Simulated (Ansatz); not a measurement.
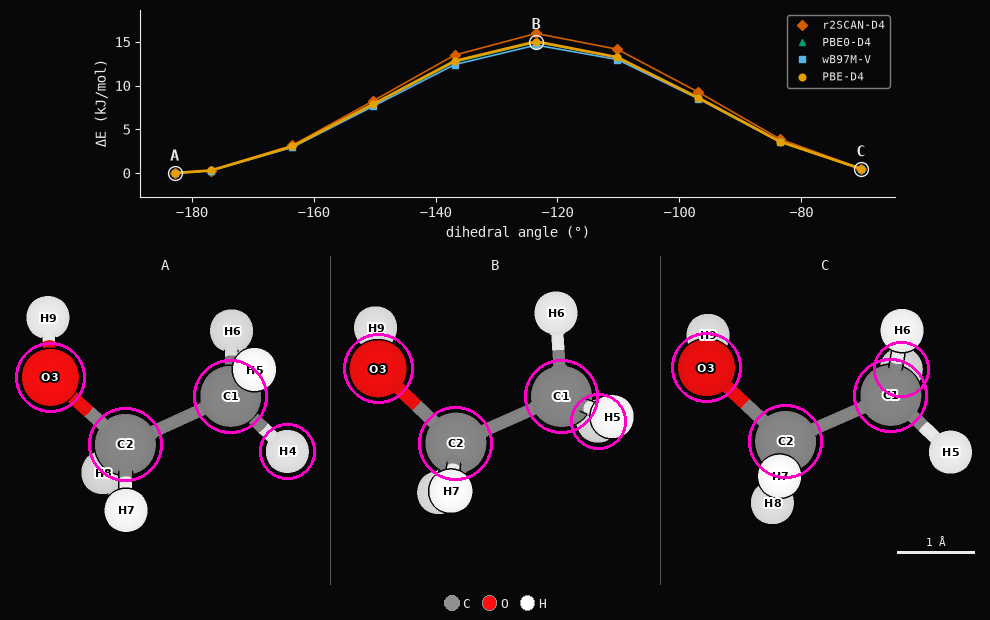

A scan of C2H6O: the H4–C1–C2–O3 dihedral angle is varied, with all other coordinates relaxed. The lettered frames are marked on the plot, at the values of PBE-D4. The picture is a ball-and-stick view, seen face on, with a slight tilt. The ringed atoms are those of the scanned coordinate.

Single-point energies from Ansatz with PBE-D4, wB97M-V, PBE0-D4, r2SCAN-D4 in the def2-TZVPP basis, on geometries relaxed under the constraint at PBE0-D4/def2-TZVP. Energies are counted from the PBE0-D4/def2-TZVP minimum geometry at the same level.

### What does the scan show?

With PBE-D4: the lowest computed point lies at the dihedral −182.8° (0.0 kJ/mol). A local maximum lies at −123.5° (15.0 kJ/mol). The highest point, at −123.5°, lies 15.0 kJ/mol above the lowest and gives the barrier to rotation to within the spacing of the points. At −123.5° the levels give wB97M-V 14.6 kJ/mol, PBE0-D4 14.9 kJ/mol, PBE-D4 15.0 kJ/mol, r2SCAN-D4 16.0 kJ/mol.

The computed points:

Energies in kJ/mol.

```csv
dihedral angle (°),PBE-D4,wB97M-V,PBE0-D4,r2SCAN-D4
−182.8,0.0,0.0,0.0,0.0
−176.9,0.3,0.3,0.3,0.3
−163.5,3.1,2.9,3.0,3.2
−150.2,7.9,7.6,7.8,8.3
−136.9,12.8,12.4,12.7,13.5
−123.5,15.0,14.6,14.9,16.0
−110.2,13.2,13.0,13.2,14.2
−96.9,8.6,8.5,8.6,9.3
−83.5,3.6,3.6,3.6,3.9
−70.2,0.5,0.5,0.5,0.5
```
